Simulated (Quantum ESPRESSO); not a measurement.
# KTaO3 (Pm-3m): zone-centre phonons

Which modes does KTaO3 (Pm-3m) have at the zone centre?

Method: DFT LDA, scalar-relativistic, plane waves, PseudoDojo norm-conserving pseudopotentials, in Quantum ESPRESSO 7.5.

## (1) Set-up

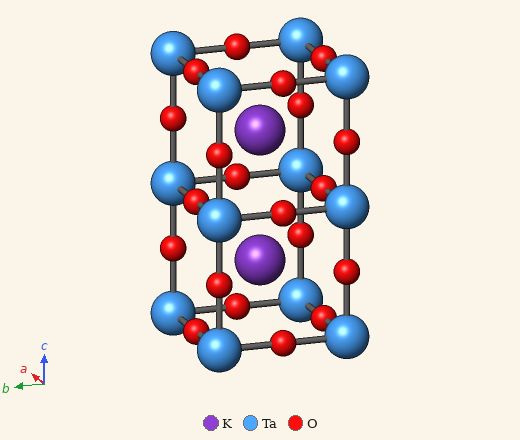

The cell as given, from a free direction (potassium purple, tantalum blue, oxygen red). 1×1×2 cells are drawn. Some periodic images of atoms are drawn too.

## (2) A first look

A cheap run with smearing and empty bands tells whether the crystal has a gap, which decides between fixed occupations and smearing later on.

probe.in reads:

```
&CONTROL
  calculation = 'scf'
  prefix      = 'x'
  outdir      = './tmp'
  pseudo_dir  = './pseudo'
  tprnfor     = .true.
  tstress     = .true.
  verbosity   = 'high'
/
&SYSTEM
  ibrav       = 1
  celldm(1)   = 7.5367947
  nat         = 5
  ntyp        = 3
  ecutwfc     = 84.0
  occupations = 'smearing'
  smearing    = 'gaussian'
  degauss     = 0.01
/
&ELECTRONS
  conv_thr         = 1.0d-07
  mixing_beta      = 0.7
  electron_maxstep = 100
/
ATOMIC_SPECIES
 K      39.0983  K.upf
 Ta    180.9479  Ta.upf
 O      15.9990  O.upf
ATOMIC_POSITIONS crystal
 K      0.500000000   0.500000000   0.500000000
 Ta     0.000000000   0.000000000   0.000000000
 O      0.500000000   0.000000000   0.000000000
 O      0.000000000   0.500000000   0.000000000
 O      0.000000000   0.000000000   0.500000000
K_POINTS automatic
 4 4 4 0 0 0
```

On the command line:

```sh
$ OMP_NUM_THREADS=1 mpirun -n 4 pw.x -nk 4 -in probe.in > probe.out
```

Output:

```text
[banners, grids, parts of the stress and lines that vanish by symmetry left out]
Program PWSCF v.7.5
     bravais-lattice index     =            1
     lattice parameter (alat)  =       7.5368  a.u.
[...]
kinetic-energy cutoff     =      84.0000  Ry
     charge density cutoff     =     336.0000  Ry
     scf convergence threshold =      1.0E-07
[...]
Exchange-correlation= SLA  PW   NOGX NOGC
                           (   1   4   0   0   0   0   0)
[...]
48 Sym. Ops., with inversion, found
[...]
(     0          1          0      )
                  (     0          0          1      )
[...]
(  0.0000000  1.0000000  0.0000000 )
                  (  0.0000000  0.0000000  1.0000000 )
[...]
(     0         -1          0      )
                  (     0          0          1      )
[...]
( -1.0000000  0.0000000  0.0000000 )
                  (  0.0000000  1.0000000  0.0000000 )
[...]
number of k points=    10  Gaussian smearing, width (Ry)=  0.0100
[...]
End of self-consistent calculation
[...]
the Fermi energy is     9.2972 ev
!    total energy              =    -289.77281902 Ry
[...]
convergence has been achieved in   8 iterations
[...]
atom    1 type  1   force =     0.00000000    0.00000000    0.00000000
     atom    2 type  2   force =     0.00000000    0.00000000    0.00000000
     atom    3 type  3   force =     0.00000000    0.00000000    0.00000000
     atom    4 type  3   force =     0.00000000    0.00000000    0.00000000
     atom    5 type  3   force =     0.00000000    0.00000000    0.00000000
[...]
Total force =     0.000000     Total SCF correction =     0.000000
[...]
total   stress  (Ry/bohr**3)                   (kbar)     P=      -76.04
[...]
XML data file, charge density, pseudopotentials, collected wavefunctions

   JOB DONE.
```

The job ended after 7.2 s (4 MPI ranks of Arm Neoverse V1, shared host; 28 s of CPU time).

Read from the output:

```
volume per atom   : 12.69 Å³
pressure          : -7.604 GPa
gap on the k-mesh : 2.071 eV
```

A gap of 2.1 eV opens on this mesh, so the crystal is taken as an insulator; the start stands at -7.6 GPa.

## (3) Relaxing the cell and atoms

The relaxation runs at a cutoff a fifth above that of the response, since stress converges more slowly with the basis than frequencies do. Forces and stress are brought to rest with tight thresholds.

relax.in reads:

```
&CONTROL
  calculation   = 'vc-relax'
  prefix        = 'x'
  outdir        = './tmp'
  pseudo_dir    = './pseudo'
  tprnfor       = .true.
  tstress       = .true.
  forc_conv_thr = 2.0d-05
  etot_conv_thr = 1.0d-07
  nstep         = 40
/
&SYSTEM
  ibrav       = 1
  celldm(1)   = 7.5367947
  nat         = 5
  ntyp        = 3
  ecutwfc     = 101
  occupations = 'fixed'
  nbnd        = 22
/
&ELECTRONS
  conv_thr         = 1.0d-11
  mixing_beta      = 0.7
  electron_maxstep = 100
/
&IONS
/
&CELL
  press_conv_thr = 0.2
/
ATOMIC_SPECIES
 K      39.0983  K.upf
 Ta    180.9479  Ta.upf
 O      15.9990  O.upf
ATOMIC_POSITIONS crystal
 K      0.500000000   0.500000000   0.500000000
 Ta     0.000000000   0.000000000   0.000000000
 O      0.500000000   0.000000000   0.000000000
 O      0.000000000   0.500000000   0.000000000
 O      0.000000000   0.000000000   0.500000000
K_POINTS automatic
 6 6 6 0 0 0
```

On the command line:

```sh
$ OMP_NUM_THREADS=1 mpirun -n 4 pw.x -nk 4 -in relax.in > relax.out
```

Output:

```text
[banners, grids, parts of the stress and lines that vanish by symmetry left out]
[banner, memory and clock lines left out]
Program PWSCF v.7.5

[...]
kinetic-energy cutoff     =     101.0000  Ry
     charge density cutoff     =     404.0000  Ry
     scf convergence threshold =      1.0E-11
[...]
energy convergence thresh.=      1.0E-07
     force convergence thresh. =      2.0E-05
     press convergence thresh. =      2.0E-01
     Exchange-correlation= SLA  PW   NOGX NOGC
                           (   1   4   0   0   0   0   0)
[...]
48 Sym. Ops., with inversion, found
[...]
number of k points=    20
[...]
End of self-consistent calculation
[...]
highest occupied, lowest unoccupied level (ev):     8.3724   10.4596
!    total energy              =    -289.77468388 Ry
[...]
convergence has been achieved in  16 iterations
[...]
atom    1 type  1   force =     0.00000000    0.00000000    0.00000000
     atom    2 type  2   force =     0.00000000    0.00000000    0.00000000
     atom    3 type  3   force =     0.00000000    0.00000000    0.00000000
     atom    4 type  3   force =     0.00000000    0.00000000    0.00000000
     atom    5 type  3   force =     0.00000000    0.00000000    0.00000000
     Total force =     0.000000     Total SCF correction =     0.000000
[...]
total   stress  (Ry/bohr**3)                   (kbar)     P=      -76.34
[...]
number of bfgs steps    =   0
[...]
CELL_PARAMETERS (alat=  7.53679470)
[...]
ATOMIC_POSITIONS (crystal)
K                0.5000000000        0.5000000000        0.5000000000
Ta               0.0000000000        0.0000000000        0.0000000000
O                0.5000000000        0.0000000000        0.0000000000
O                0.0000000000        0.5000000000        0.0000000000
[...]
New effective cutoffs (rho, wfc):  414.48  103.64
[...]
End of self-consistent calculation
[...]
highest occupied, lowest unoccupied level (ev):     8.9195   11.0883
!    total energy              =    -289.77892343 Ry
[...]
convergence has been achieved in  11 iterations
[...]
atom    1 type  1   force =     0.00000000    0.00000000    0.00000000
     atom    2 type  2   force =     0.00000000    0.00000000    0.00000000
     atom    3 type  3   force =     0.00000000    0.00000000    0.00000000
     atom    4 type  3   force =     0.00000000    0.00000000    0.00000000
     atom    5 type  3   force =     0.00000000    0.00000000    0.00000000
     Total force =     0.000000     Total SCF correction =     0.000000
[...]
total   stress  (Ry/bohr**3)                   (kbar)     P=        3.39
[...]
number of bfgs steps    =   1
[...]
CELL_PARAMETERS (alat=  7.53679470)
[...]
ATOMIC_POSITIONS (crystal)
[...]
New effective cutoffs (rho, wfc):  414.03  103.53
[...]
End of self-consistent calculation
[...]
highest occupied, lowest unoccupied level (ev):     8.8963   11.0617
!    total energy              =    -289.77893065 Ry
[...]
convergence has been achieved in  10 iterations
[...]
atom    1 type  1   force =     0.00000000    0.00000000    0.00000000
     atom    2 type  2   force =     0.00000000    0.00000000    0.00000000
     atom    3 type  3   force =     0.00000000    0.00000000    0.00000000
     atom    4 type  3   force =     0.00000000    0.00000000    0.00000000
[...]
Total force =     0.000000     Total SCF correction =     0.000000
[...]
total   stress  (Ry/bohr**3)                   (kbar)     P=       -0.23
[...]
number of bfgs steps    =   2
[...]
CELL_PARAMETERS (alat=  7.53679470)
[...]
ATOMIC_POSITIONS (crystal)
[...]
New effective cutoffs (rho, wfc):  414.06  103.53
[...]
End of self-consistent calculation
[...]
highest occupied, lowest unoccupied level (ev):     8.8978   11.0634
!    total energy              =    -289.77893068 Ry
[...]
convergence has been achieved in   6 iterations
[...]
atom    3 type  3   force =     0.00000000    0.00000000    0.00000000
     atom    4 type  3   force =     0.00000000    0.00000000    0.00000000
     atom    5 type  3   force =     0.00000000    0.00000000    0.00000000
     Total force =     0.000000     Total SCF correction =     0.000000
[...]
total   stress  (Ry/bohr**3)                   (kbar)     P=       -0.00
[...]
bfgs converged in   4 scf cycles and   3 bfgs steps
[...]
End of BFGS Geometry Optimization
     Final enthalpy           =    -289.7789306780 Ry
     File ./tmp/x.bfgs deleted, as requested
[...]
CELL_PARAMETERS (alat=  7.53679470)
[...]
ATOMIC_POSITIONS (crystal)
[...]
O                0.0000000000        0.5000000000        0.0000000000
O                0.0000000000        0.0000000000        0.5000000000
[...]
Final scf calculation at the relaxed structure.
[...]
kinetic-energy cutoff     =     101.0000  Ry
     charge density cutoff     =     404.0000  Ry
     scf convergence threshold =      1.0E-13
[...]
press convergence thresh. =      2.0E-01
     Exchange-correlation= SLA  PW   NOGX NOGC
                           (   1   4   0   0   0   0   0)
[...]
48 Sym. Ops., with inversion, found
[...]
number of k points=    20
[...]
End of self-consistent calculation
[...]
highest occupied, lowest unoccupied level (ev):     8.8978   11.0634
!    total energy              =    -289.77892190 Ry
[...]
convergence has been achieved in  18 iterations
[...]
atom    1 type  1   force =     0.00000000    0.00000000    0.00000000
     atom    2 type  2   force =     0.00000000    0.00000000    0.00000000
     atom    3 type  3   force =     0.00000000    0.00000000    0.00000000
     atom    4 type  3   force =     0.00000000    0.00000000    0.00000000
     atom    5 type  3   force =     0.00000000    0.00000000    0.00000000
     Total force =     0.000000     Total SCF correction =     0.000000
[...]
total   stress  (Ry/bohr**3)                   (kbar)     P=       -0.01
[...]
XML data file, charge density, pseudopotentials, collected wavefunctions
```

Run time: 96 s. Hardware: 4 MPI ranks.

The steps of the relaxation:

```
step  energy less that of the first step (eV)  largest force (eV/Å)  pressure (GPa)  volume (Å³)
   1                                   0.0000                0.0000           -7.63        63.44
   2                                  -0.0577                0.0000            0.34        61.00
   3                                  -0.0578                0.0000           -0.02        61.10
   4                                  -0.0578                0.0000            0.00        61.10
   5                                  -0.0577                0.0000            0.00        61.10
```

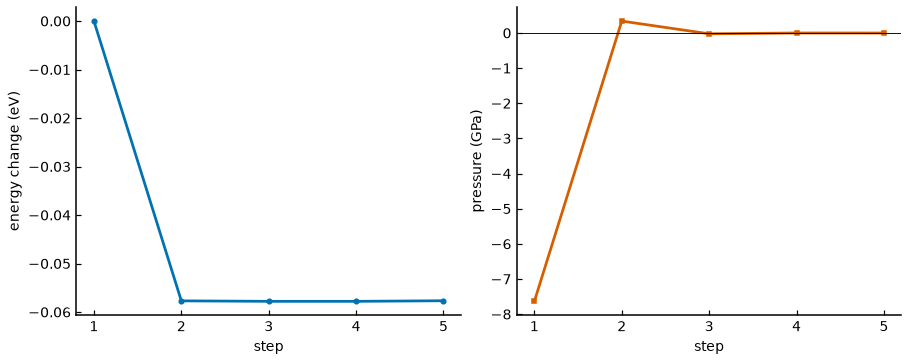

Energy and pressure along the relaxation.

```
conventional cell, symmetrised  before  after  change
                         a (Å)   3.988  3.939  -1.2 %
                         b (Å)   3.988  3.939  -1.2 %
                         c (Å)   3.988  3.939  -1.2 %
              volume (Å³/atom)   12.69  12.22  -3.7 %
```

Final coordinates:

```cif
data_structure
_symmetry_space_group_name_H-M 'P 1'
_symmetry_Int_Tables_number 1
_cell_length_a 3.9386
_cell_length_b 3.9386
_cell_length_c 3.9386
_cell_angle_alpha 90.000
_cell_angle_beta 90.000
_cell_angle_gamma 90.000
_cell_volume 61.10
loop_
_atom_site_label
_atom_site_type_symbol
_atom_site_fract_x
_atom_site_fract_y
_atom_site_fract_z
_atom_site_occupancy
K1 K 0.50000 0.50000 0.50000 1
Ta2 Ta 0.00000 0.00000 0.00000 1
O3 O 0.50000 0.00000 0.00000 1
O4 O 0.00000 0.50000 0.00000 1
O5 O 0.00000 0.00000 0.50000 1
```

The last row of the table of steps is pw.x's closing run on a basis chosen anew for the final cell, so its energy can jump.

Numbers from this step:

* volume per atom: 12.22 Å³
* pressure: -0.001 GPa
* gap on the k-mesh: 2.166 eV

The volume changes by -3.7 % from the cell with which this run began.

## (4) Ground state

Perturbation theory inherits every error of the wavefunctions, so the threshold is set near the limit of the arithmetic. With a gap, occupations are fixed, which also allows the response to an electric field.

scf.in reads:

```
&CONTROL
  calculation = 'scf'
  prefix      = 'x'
  outdir      = './tmp'
  pseudo_dir  = './pseudo'
  tprnfor     = .true.
  tstress     = .true.
/
&SYSTEM
  ibrav       = 1
  celldm(1)   = 7.44281436
  nat         = 5
  ntyp        = 3
  ecutwfc     = 84.0
  occupations = 'fixed'
  nbnd        = 22
/
&ELECTRONS
  conv_thr         = 1.0d-12
  mixing_beta      = 0.7
  electron_maxstep = 100
/
ATOMIC_SPECIES
 K      39.0983  K.upf
 Ta    180.9479  Ta.upf
 O      15.9990  O.upf
ATOMIC_POSITIONS crystal
 K      0.500000000   0.500000000   0.500000000
 Ta     0.000000000   0.000000000   0.000000000
 O      0.500000000   0.000000000   0.000000000
 O      0.000000000   0.500000000   0.000000000
 O      0.000000000   0.000000000   0.500000000
K_POINTS automatic
 6 6 6 0 0 0
```

On the command line:

```sh
$ OMP_NUM_THREADS=1 mpirun -n 4 pw.x -nk 4 -in scf.in > scf.out
```

Output:

```text
[banners, grids, parts of the stress and lines that vanish by symmetry left out]
[banner, memory and clock lines left out]
Program PWSCF v.7.5

[...]
kinetic-energy cutoff     =      84.0000  Ry
     charge density cutoff     =     336.0000  Ry
     scf convergence threshold =      1.0E-12
[...]
Exchange-correlation= SLA  PW   NOGX NOGC
                           (   1   4   0   0   0   0   0)
[...]
48 Sym. Ops., with inversion, found
[...]
number of k points=    20
[...]
End of self-consistent calculation
[...]
highest occupied, lowest unoccupied level (ev):     8.8977   11.0634
!    total energy              =    -289.77882468 Ry
[...]
convergence has been achieved in  19 iterations
[...]
atom    1 type  1   force =     0.00000000    0.00000000    0.00000000
     atom    2 type  2   force =     0.00000000    0.00000000    0.00000000
     atom    3 type  3   force =     0.00000000    0.00000000    0.00000000
     atom    4 type  3   force =     0.00000000    0.00000000    0.00000000
     atom    5 type  3   force =     0.00000000    0.00000000    0.00000000
     Total force =     0.000000     Total SCF correction =     0.000000
[...]
total   stress  (Ry/bohr**3)                   (kbar)     P=       -0.29
[...]
XML data file, charge density, pseudopotentials, collected wavefunctions
```

The job ended after 21 s (4 MPI ranks; 82 s of CPU time).

Numbers from this step:

```
pressure : -0.02900 GPa
```

The cell stands at -0.029 GPa, close enough for phonons.

(Part 1 of 3 ends here.)

[Host names and launcher messages were left out of these logs when they were recorded.]

[Logs are printed without paths, hosts, clocks, repeated set-up lines and the standing remarks that a program may print on its own settings, such as how far it seeks lower states.]

[Hosts, paths, dates, database ids (printed as entryN), source tags and the programs' standing remarks are cut or masked in the printed files.]
